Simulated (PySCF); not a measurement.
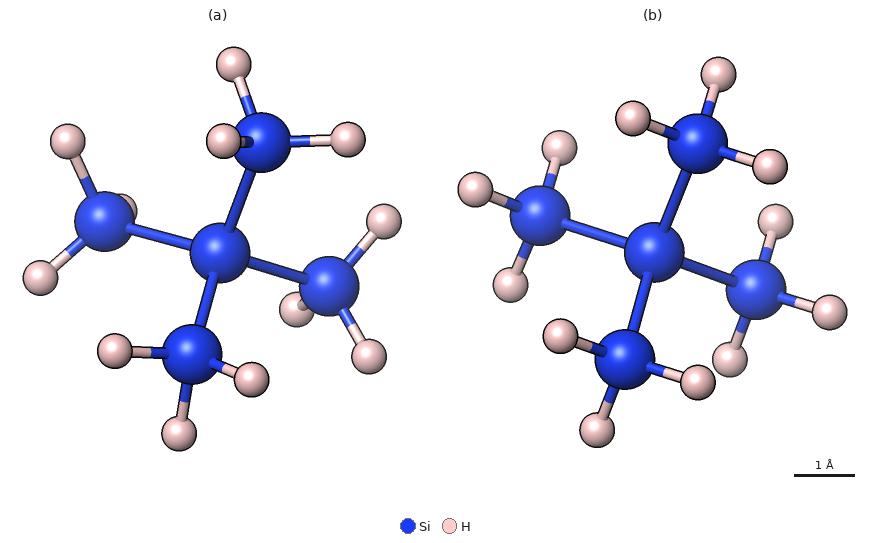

The structure of Si₅H₁₂ before (left) and after (right) a relaxation, at one scale.

Style: ball-and-stick. Shown face on.

The start comes from GFN2-xTB. Its atoms were then displaced at random by about 0.03 Å.

Computed with PBE0-D3(BJ)/def2-SVP geometry optimisation, gas phase (PySCF). 

Question: Summarise the run.

Answer: The largest move after the best rigid fit is that of an H atom, 1.18 Å. By element the largest moves are H 1.18 Å, Si 0.18 Å. Near-neighbour distances that change, for instance: Si–Si 2.249 → 2.342 Å, H–Si 1.418 → 1.496 Å, H–Si 1.561 → 1.496 Å, H–Si 1.440 → 1.496 Å. Bond angles that change, for instance: H–Si–H 98.7° → 108.9°, Si–Si–H 118.9° → 109.9°, Si–Si–H 118.3° → 110.1°. Groups turn about Si–Si by about 50°, Si–Si by about 40°, Si–Si by about 35°. The energy falls by 0.665 eV in 18 geometry steps.
